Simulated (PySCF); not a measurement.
# C7H8FNSi: what the fields show

```xyz
18

C    -2.4849    2.4862    0.1149
C    -1.9512    1.4202   -0.1283
Si   -1.1838   -0.2028   -0.4916
C    -1.8509   -1.5133    0.6466
N     0.5831   -0.0737   -0.3075
C     1.5365   -0.1875   -1.3131
C     2.7829   -0.0328   -0.7624
C     2.6183    0.1893    0.6409
C     1.2687    0.1543    0.8523
F     0.5769    0.3059    1.9724
H    -2.9490    3.4320    0.3331
H    -1.3655   -0.5281   -1.9314
H    -2.9414   -1.6071    0.5333
H    -1.3869   -2.4855    0.4208
H    -1.6278   -1.2525    1.6915
H     1.2337   -0.3720   -2.3411
H     3.7271   -0.0727   -1.3023
H     3.3842    0.3531    1.3944
```

Geometry: PBE0-D3(BJ)/def2-SVP.

Method: PySCF, PBE0/pcSseg-1, SCF density, gas phase, non-relativistic.

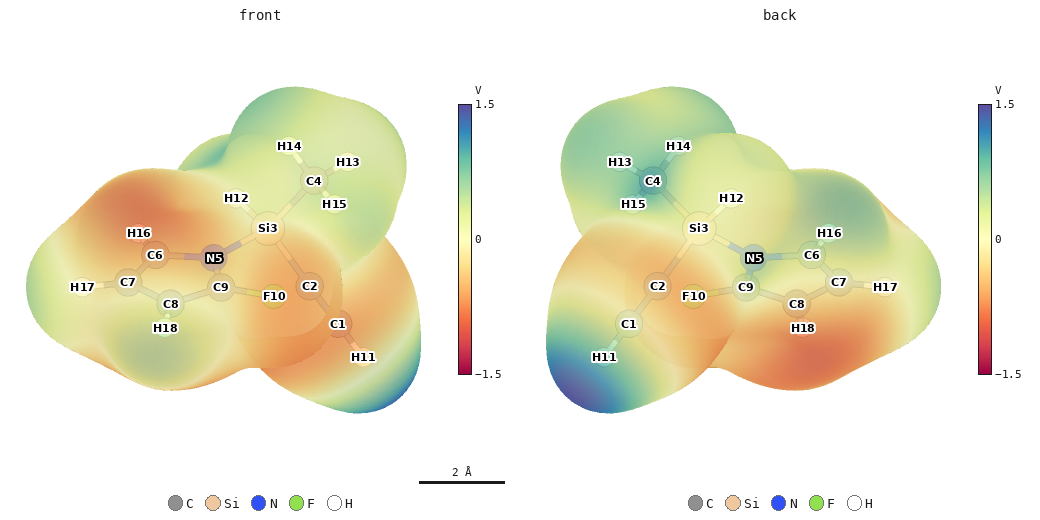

Figure 1. The electrostatic potential painted on the density surface at 0.001 e/bohr³, seen from the front and from behind; red is negative and blue positive.

Question: Describe the electrostatic potential map.

Answer: The most negative region (about −0.9 V) lies over the π face of C6, C7 and C8, the most positive (about +1.4 V) over H11.

Question: What dipole moment does the calculation give?

Answer: Its dipole moment is 1.73 D.

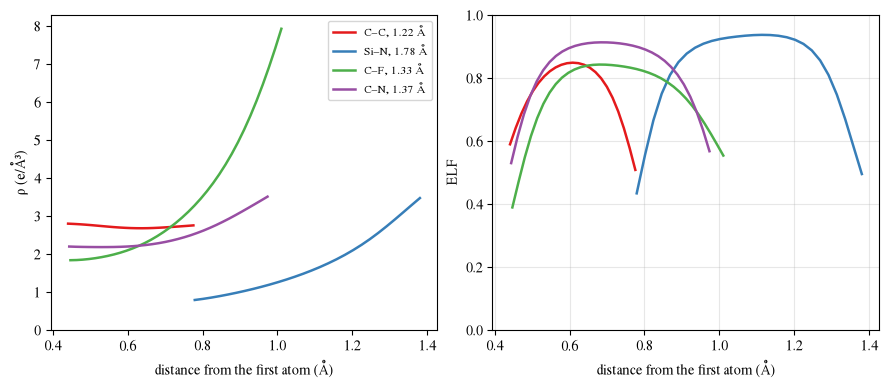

Figure 2. Electron density and ELF along straight lines between neighbouring atoms. The curves leave out the atomic cores.

Question: Compare the contacts.

Answer: C–C (1.22 Å): ρ is about 2.7 e/Å³ halfway; the ELF peaks at about 0.85 between the atoms: a multiple bond.
Si–N (1.78 Å): the density is about 0.98 e/Å³ at the midpoint; the ELF peaks at about 0.95 between the atoms: a shared but strongly polarised pair.
C–F (1.33 Å): ρ at the midpoint is about 2.4 e/Å³; the ELF peaks at about 0.85 between the atoms (a shared but strongly polarised pair).
C–N (1.37 Å): ρ at the midpoint is about 2.3 e/Å³; the ELF peaks at about 0.90 between the atoms, as expected for a covalent bond.
